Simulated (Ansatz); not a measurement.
**AlAsH4 (triplet): from Hartree-Fock to the top rungs at a displaced geometry (v1), cc-pVDZ**

Aim: climb from Hartree-Fock through coupled cluster for AlAsH4 (triplet) at one geometry and basis, and see what each rung misses.

Method: cc-pVDZ, core rule «outside noble gas», up to 19 orbitals frozen; program: Ansatz 0.2.0, Gaussian basis.

The runs, in order: UHF; CCSD(T) on ROHF; CCSD(T) on UHF; BCCD(T) on ROHF; CISD; CCSDT(Q) on ROHF; CCSDT(Q) on UHF.

25 further runs of the same task are left out: 1 for a known fault of the program, 13 that didn't finish, 11 set aside as unsound or not needed.

### Step 1. The geometry

The geometry is a PBE0/def2-TZVP stationary point (not a proven minimum) with its atoms shifted at random (size 0.040 Å). No spin-orbit coupling is included. The filled d shell of As may be among the frozen orbitals whatever the setting's name suggests; the logs give the count.

6 atoms, charge 0, spin multiplicity 3.

Atoms are counted from 1 here; the program's logs count them from 0.

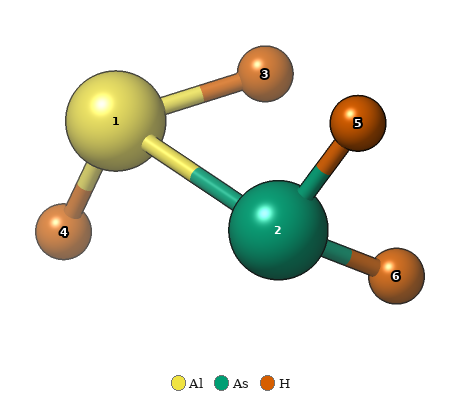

The geometry (aluminium yellow, arsenic teal, hydrogen orange); atoms are numbered from 1 in the order of the file.

In the tables R marks a restricted open-shell determinant and U an unrestricted one; energies count from the table's Hartree-Fock row.

### Step 2. UHF

in.yaml

```yaml
crystal:
  periodic: [false, false, false]
  atoms:
    - {symbol: Al, position_ang: [0.060064, 0.103610, 1.891308]}
    - {symbol: As, position_ang: [0.017158, -0.052272, -0.697060]}
    - {symbol: H, position_ang: [-1.042578, 1.141573, 1.186001]}
    - {symbol: H, position_ang: [-0.540055, -1.305807, 2.433780]}
    - {symbol: H, position_ang: [0.152702, 1.385414, -1.220943]}
    - {symbol: H, position_ang: [-1.453334, -0.109278, -1.213823]}
basis:
  gaussian: {orbitals: cc-pVDZ}
magnetization: {spin_polarized: true, initial_magnetization: 2}
hamiltonian: {xc: hf}
output: {orbitals: {seedname: orbitals}}
```

On the command line:

```
ansatz run in.yaml --threads 1 --pin off --events-out ev --progress --plain --max-ram 2393MiB
```

Log:

```text
Functional definition: HF
  name "HF"
  cite "Fock, Z. Phys. 61, 126 (1930) doi:10.1007/BF01340294"
  parent pbe
  exchange = exact_x
  correlation = 0
682 factors; integrals over basis functions are off by at most 9.8e-4 eV
mean field evaluation 1: about -67437.5475 eV, gradient 8.5e0 eV
mean field evaluation 2: about -67437.5681 eV, gradient 8.5e0 eV
mean field evaluation 4: about -67438.7509 eV, gradient 9.8e-1 eV
mean field evaluation 8: about -67438.7767 eV, gradient 1.1e-1 eV
mean field -67438.77723147 eV, -2478.3293516114 hartree, gradient 1.6e-5 eV, S^2 2.018136; 0 other end points of the search recorded, 0 dependent functions left out
reference -67438.77723147 eV, -2478.3293516114 hartree; 26, 24 occupied and 39, 41 virtual orbitals, 682 factors
Total energy: -67438.77723147 eV, -2478.3293516114 hartree
```

It took 1.1 s on 1 thread of Arm Neoverse V2, shared host.

From the report: ⟨S²⟩ of the determinant 2.018 (pure triplet: 2.00).

### Step 3. CCSD(T) on ROHF

in.yaml: that of step 2 with these lines changed.

```diff
@@ -11,4 +11,3 @@
   gaussian: {orbitals: cc-pVDZ}
-magnetization: {spin_polarized: true, initial_magnetization: 2}
-hamiltonian: {xc: hf}
-output: {orbitals: {seedname: orbitals}}
+magnetization: {spin_polarized: false, initial_magnetization: 2}
+correlation: {method: ccsd_t, electrons: outside_noble_gas}
```

Launched as before.

Log, shortened:

```text
Functional definition: HF
  name "HF"
  cite "Fock, Z. Phys. 61, 126 (1930) doi:10.1007/BF01340294"
  parent pbe
[...]
682 factors; integrals over basis functions are off by at most 9.8e-4 eV
[...]
mean field -67438.63965672 eV, -2478.3242958329 hartree, gradient 1.5e-6 eV, S^2 2.000000; 0 other end points of the search recorded, 0 dependent functions left out
[...]
19 core orbitals not correlated: weight in the atoms' cores, before any rotation towards them, 1.000 or more for the frozen orbitals, at most 0.000 for the correlated occupied ones
reference -67438.63965672 eV, -2478.3242958329 hartree; 7, 5 occupied and 39, 41 virtual orbitals, 682 factors
second order -4.61154247 eV of doubles, -0.07853088 eV of singles
cycle   1  -5.49485328 eV  change   -8.0e-1 eV  update   7.7e-2
[...]
cycle  11  -5.83704901 eV  change   -1.1e-6 eV  update   1.0e-5
perturbative correction -0.15341458 eV, -0.0056378818 hartree
Total energy: -67444.63012031 eV, -2478.5444413092 hartree
```

Run time: 2.6 s. Hardware: 1 thread of Arm Neoverse V2, shared host.

From the report: correlation -5.9905 eV; T1 0.025; largest double amplitude 0.05.

### Step 4. CCSD(T) on UHF

in.yaml: that of step 3 with these lines changed.

```diff
@@ -11,3 +11,3 @@
   gaussian: {orbitals: cc-pVDZ}
-magnetization: {spin_polarized: false, initial_magnetization: 2}
+magnetization: {spin_polarized: true, initial_magnetization: 2}
 correlation: {method: ccsd_t, electrons: outside_noble_gas}
```

Same command.

Log, shortened:

```text
Functional definition: HF
  name "HF"
  cite "Fock, Z. Phys. 61, 126 (1930) doi:10.1007/BF01340294"
  parent pbe
[...]
682 factors; integrals over basis functions are off by at most 9.8e-4 eV
[...]
mean field -67438.77723147 eV, -2478.3293516114 hartree, gradient 3.3e-6 eV, S^2 2.018136; 0 other end points of the search recorded, 0 dependent functions left out
19 core orbitals not correlated: weight in the atoms' cores, before any rotation towards them, 1.000 or more for the frozen orbitals, at most 0.000 for the correlated occupied ones
reference -67438.77723147 eV, -2478.3293516114 hartree; 7, 5 occupied and 39, 41 virtual orbitals, 682 factors
second order -4.54713749 eV of doubles, -0.00000000 eV of singles
cycle   1  -5.35711680 eV  change   -8.1e-1 eV  update   7.6e-2
[...]
cycle  11  -5.70455264 eV  change   -1.2e-6 eV  update   1.0e-5
perturbative correction -0.14993859 eV, -0.0055101415 hartree
Total energy: -67444.63172270 eV, -2478.5445001958 hartree
```

Wall time 2.2 s (1 thread of Arm Neoverse V2, shared host).

From the report: ⟨S²⟩ of the determinant 2.018 (pure triplet: 2.00); correlation -5.8545 eV; T1 0.019; largest double amplitude 0.04.

### Step 5. BCCD(T) on ROHF

in.yaml: that of step 4 with these lines changed.

```diff
@@ -11,3 +11,3 @@
   gaussian: {orbitals: cc-pVDZ}
-magnetization: {spin_polarized: true, initial_magnetization: 2}
-correlation: {method: ccsd_t, electrons: outside_noble_gas}
+magnetization: {spin_polarized: false, initial_magnetization: 2}
+correlation: {method: bccd_t, electrons: outside_noble_gas}
```

The command is unchanged.

Log, shortened:

```text
Functional definition: HF
  name "HF"
  cite "Fock, Z. Phys. 61, 126 (1930) doi:10.1007/BF01340294"
  parent pbe
[...]
682 factors; integrals over basis functions are off by at most 9.8e-4 eV
[...]
mean field -67438.63965672 eV, -2478.3242958329 hartree, gradient 1.5e-6 eV, S^2 2.000000; 0 other end points of the search recorded, 0 dependent functions left out
[...]
19 core orbitals not correlated: weight in the atoms' cores, before any rotation towards them, 1.000 or more for the frozen orbitals, at most 0.000 for the correlated occupied ones
reference -67438.63965672 eV, -2478.3242958329 hartree; 7, 5 occupied and 39, 41 virtual orbitals, 682 factors
second order -4.61154247 eV of doubles, -0.07853088 eV of singles
cycle   1  -5.51850745 eV  change   -8.3e-1 eV  update   7.7e-2
[...]
cycle  12  -5.83265935 eV  change   -8.4e-8 eV  update   6.5e-6
perturbative correction -0.15865717 eV, -0.0058305436 hartree
Total energy: -67444.63097325 eV, -2478.5444726542 hartree
```

Run time: 3 s. Hardware: 1 thread of Arm Neoverse V2, shared host.

From the report: correlation -5.9913 eV; largest double amplitude 0.04.

### Step 6. CISD

in.yaml: that of step 5 with these lines changed.

```diff
@@ -12,2 +12,2 @@
 magnetization: {spin_polarized: false, initial_magnetization: 2}
-correlation: {method: bccd_t, electrons: outside_noble_gas}
+correlation: {active_space: {ras: {orbitals: [5, 2, 39], electrons: 12, max_holes: 2, max_particles: 2}, fixed_orbitals: true}}
```

Same command.

Log:

```text
Functional definition: HF
  name "HF"
  cite "Fock, Z. Phys. 61, 126 (1930) doi:10.1007/BF01340294"
  parent pbe
  exchange = exact_x
  correlation = 0
682 factors; integrals over basis functions are off by at most 9.8e-4 eV
mean field evaluation 1: about -67437.5480 eV, gradient 1.0e1 eV
mean field evaluation 2: about -67437.5684 eV, gradient 1.0e1 eV
mean field evaluation 4: about -67438.6212 eV, gradient 1.1e0 eV
mean field evaluation 8: about -67438.6394 eV, gradient 7.2e-2 eV
mean field -67438.63965672 eV, -2478.3242958329 hartree, gradient 1.5e-6 eV, S^2 2.000000; 0 other end points of the search recorded, 0 dependent functions left out
reference -67438.63965672 eV, -2478.3242958329 hartree; 26, 24 occupied and 39, 41 virtual orbitals, 682 factors
state -67443.97686390 eV, -2478.5204345790 hartree
Total energy: -67443.97686390 eV, -2478.5204345790 hartree
```

Wall time 4.2 s (1 thread of Arm Neoverse V2, shared host).

From the report: 333,226 determinants.

### Step 7. CCSDT(Q) on ROHF

in.yaml: that of step 6 with these lines changed.

```diff
@@ -12,2 +12,2 @@
 magnetization: {spin_polarized: false, initial_magnetization: 2}
-correlation: {active_space: {ras: {orbitals: [5, 2, 39], electrons: 12, max_holes: 2, max_particles: 2}, fixed_orbitals: true}}
+correlation: {method: ccsdt_q, electrons: outside_noble_gas}
```

Launched as before.

Log, shortened:

```text
Functional definition: HF
  name "HF"
  cite "Fock, Z. Phys. 61, 126 (1930) doi:10.1007/BF01340294"
  parent pbe
[...]
1297 factors; integrals over basis functions are off by at most 2.2e-7 eV
[...]
mean field -67438.63977763 eV, -2478.3243002762 hartree, gradient 2.7e-6 eV, S^2 2.000000; 0 other end points of the search recorded, 0 dependent functions left out
[...]
19 core orbitals not correlated: weight in the atoms' cores, before any rotation towards them, 1.000 or more for the frozen orbitals, at most 0.000 for the correlated occupied ones
reference -67438.63977763 eV, -2478.3243002762 hartree; 7, 5 occupied and 39, 41 virtual orbitals, 1297 factors
second order -4.61159086 eV of doubles, -0.07853125 eV of singles
cycle   1  -5.49485730 eV  change   -8.0e-1 eV  update   8.4e-2
[...]
cycle  17  -6.02546797 eV  change    6.8e-7 eV  update   5.6e-7
perturbative correction -0.00640661 eV, -0.0002354385 hartree
Total energy: -67444.67165221 eV, -2478.5459675784 hartree
```

Run time: 1.7 min. Hardware: 1 thread of Arm Neoverse V2, shared host; peak memory 0.89 GiB.

From the report: correlation -6.0319 eV; T1 0.026; largest double amplitude 0.05.

### Step 8. CCSDT(Q) on UHF

in.yaml: that of step 7 with these lines changed.

```diff
@@ -11,3 +11,3 @@
   gaussian: {orbitals: cc-pVDZ}
-magnetization: {spin_polarized: false, initial_magnetization: 2}
+magnetization: {spin_polarized: true, initial_magnetization: 2}
 correlation: {method: ccsdt_q, electrons: outside_noble_gas}
```

Launched as before.

Log, shortened:

```text
Functional definition: HF
  name "HF"
  cite "Fock, Z. Phys. 61, 126 (1930) doi:10.1007/BF01340294"
  parent pbe
[...]
1297 factors; integrals over basis functions are off by at most 2.2e-7 eV
[...]
mean field -67438.77735330 eV, -2478.3293560886 hartree, gradient 1.7e-6 eV, S^2 2.018137; 0 other end points of the search recorded, 0 dependent functions left out
19 core orbitals not correlated: weight in the atoms' cores, before any rotation towards them, 1.000 or more for the frozen orbitals, at most 0.000 for the correlated occupied ones
reference -67438.77735330 eV, -2478.3293560886 hartree; 7, 5 occupied and 39, 41 virtual orbitals, 1297 factors
second order -4.54718389 eV of doubles, -0.00000000 eV of singles
cycle   1  -5.35711960 eV  change   -8.1e-1 eV  update   8.3e-2
[...]
cycle  17  -5.89018119 eV  change    6.6e-7 eV  update   5.0e-7
perturbative correction -0.00659715 eV, -0.0002424408 hartree
Total energy: -67444.67413163 eV, -2478.5460586954 hartree
```

Wall time 89 s (1 thread of Arm Neoverse V2, shared host); peak memory 0.75 GiB.

From the report: ⟨S²⟩ of the determinant 2.018 (pure triplet: 2.00); correlation -5.8968 eV; T1 0.020; largest double amplitude 0.05.

### Step 9. Misses and costs

The yardstick is UCCSDT(Q), where the cluster series has nearly closed. Rows without a time come out of other runs: HF, MP2 and CCSD of CCSD(T), CCSDT of CCSDT(Q).

Differences are taken before rounding.

```tsv
method	energy from the lowest RHF (meV)	from UCCSDT(Q) (meV)	time
RHF	0.0	+6034.5	
UHF	-137.6	+5896.9	
RMP2	-4690.1	+1344.4	
UMP2	-4684.7	+1349.8	
CISD	-5337.2	+697.3	4.2 s
RCCSD	-5837.0	+197.4	
UCCSD	-5842.1	+192.3	
RCCSD(T)	-5990.5	+44.0	2.6 s
UCCSD(T)	-5992.1	+42.4	2.2 s
BCCD(T)	-5991.3	+43.2	3 s
RCCSDT	-6025.6	+8.9	
UCCSDT	-6027.9	+6.6	
RCCSDT(Q)	-6032.0	+2.5	1.7 min
UCCSDT(Q)	-6034.5	0	89 s
```

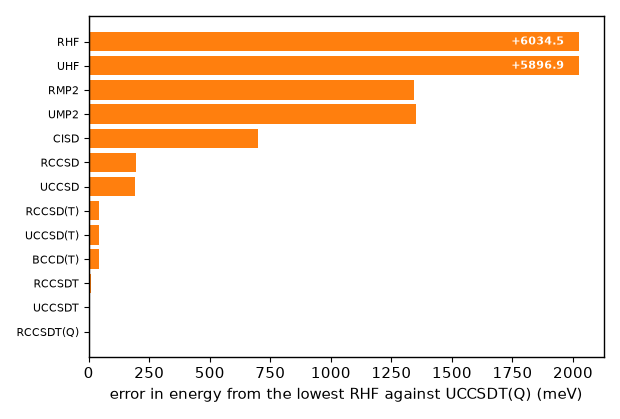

Error of each method against UCCSDT(Q). Bars with a number in them are cut short.

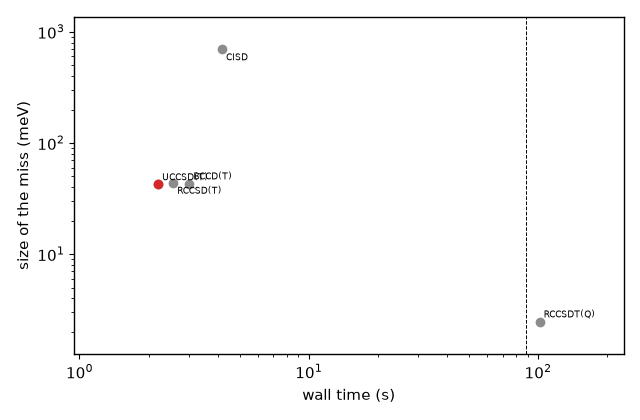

Accuracy for the time spent; red marks the levels that beat every quicker one drawn (of those quicker than the yardstick), and the dashed line is the time of UCCSDT(Q). Times are from a shared host.

### Step 10. What came out

```
                         quantity                                         value
   UCCSDT(Q) below the RHF energy                                    -6.0345 eV
              RMP2 from UCCSDT(Q)                                   +1344.4 meV
              UMP2 from UCCSDT(Q)                                   +1349.8 meV
             RCCSD from UCCSDT(Q)                                    +197.4 meV
          RCCSD(T) from UCCSDT(Q)                                     +44.0 meV
          UCCSD(T) from UCCSDT(Q)                                     +42.4 meV
         RCCSDT(Q) from UCCSDT(Q)                                      +2.5 meV
levels within 1 kcal/mol (43 meV)  UCCSD(T), BCCD(T), RCCSDT, UCCSDT, RCCSDT(Q)
                    T1 diagnostic                                         0.025
```

RCCSD(T) lands +44.0 meV from the yardstick (0.7 % of the correlation energy). These misses are within one basis, not against nature; the frozen cores of restricted and unrestricted runs differ, which can shift their rows.

For cost: UCCSD(T) gets within 42.4 meV in 2.2 s, where UCCSDT(Q) took 89 s.
